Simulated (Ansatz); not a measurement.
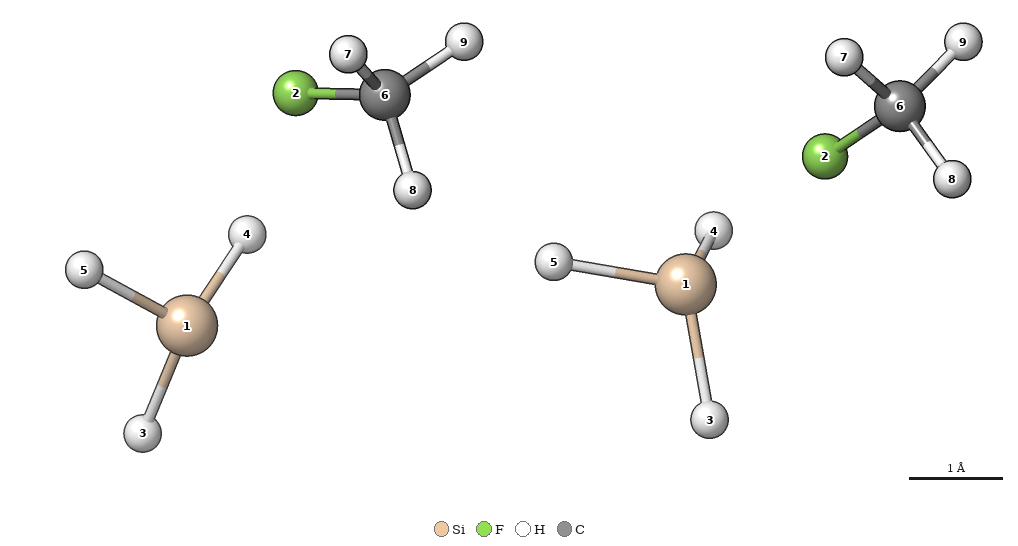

Two geometries of CH6FSi (multiplicity 2), drawn at one scale. One is the start of a relaxation, the other its converged end. A ball-and-stick model, seen from a free direction.

The calculation used UHF/def2-SVP (Ansatz). Settings: collinear spin; force threshold 0.03 eV/Å; at most 50 steps.

**Which geometry has the lower energy?**

The left one is the relaxed one. The run prepares an end point of a later path (reaction) calculation, from a guessed geometry. The largest move after the best rigid fit is that of H3, 0.97 Å. Largest moves by element: H 0.97 Å, F 0.72 Å, Si 0.46 Å, C 0.15 Å. Some distances before and after: F2–C6 1.349 → 1.359 Å. Among the angles between lasting bonds that change: H4–Si1–H5 109.4° → 111.8°. Over 20 accepted moves (21 points after the start) the energy falls by 24.7 kJ/mol. The largest force component goes from 0.64 to 0.023 eV/Å. The line search rejected the trial step at point 4 of the run. The forces were under the threshold at step 7, but the run went on from there. The run took 13 s on 2 threads of AMD EPYC 7R43 64-Core Processor (Zen 3), with other jobs on the host, peak memory 0.15 GiB.

Limits of the set-up: the start holds two separate molecules, 2.8 Å apart at their closest, whose relative position is a soft coordinate and is computed without a dispersion correction; Hartree-Fock leaves out electron correlation.
